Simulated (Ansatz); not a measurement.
# ScCo3B2 (P6/mmm): the equilibrium volume, part 2 of 2

At what volume is ScCo3B2 (P6/mmm) free of pressure?

Ansatz 0.2.0; DFT PBEsol, scalar-relativistic, plane waves, PAW. The steps go on from the part before.

## Step 4: The cell, before and after

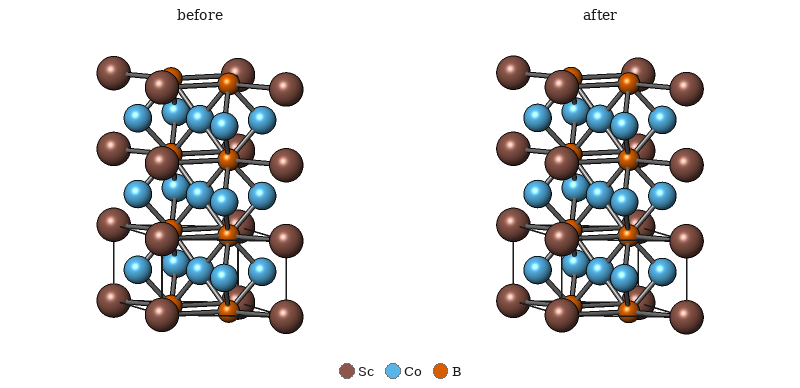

The structure before (left) and after (right), at one scale.

The cell before and after:

| cell as typed | before | after | change |
| --- | --- | --- | --- |
| a (Å) | 4.813 | 4.831 | +0.4 % |
| b (Å) | 4.813 | 4.831 | +0.4 % |
| c (Å) | 2.935 | 2.944 | +0.3 % |
| volume (Å³/atom) | 9.811 | 9.919 | +1.1 % |
| shortest distance (Å) | 2.021 | 2.028 | +0.4 % |
| space group | P6/mmm | P6/mmm | same |

## Step 5: What came out

What follows sums up all 2 parts. Changes of volume or cell count from the first structure of part 1.

| quantity | value |
| --- | --- |
| volume | 9.919 Å³/atom |
| pressure | 0.02 GPa |
| conventional cell | a = 4.831 Å, b = 4.831 Å, c = 2.944 Å, α = 90.00°, β = 90.00°, γ = 120.00° |
| gap on the mesh | none (metal) |

**Reading.** From the first run shown, the volume went from 9.81 to 9.92 Å³/atom (+1.1 %) in 2 runs, where the pressure is zero within 0.02 GPa. Spin polarisation wasn't allowed in this run.
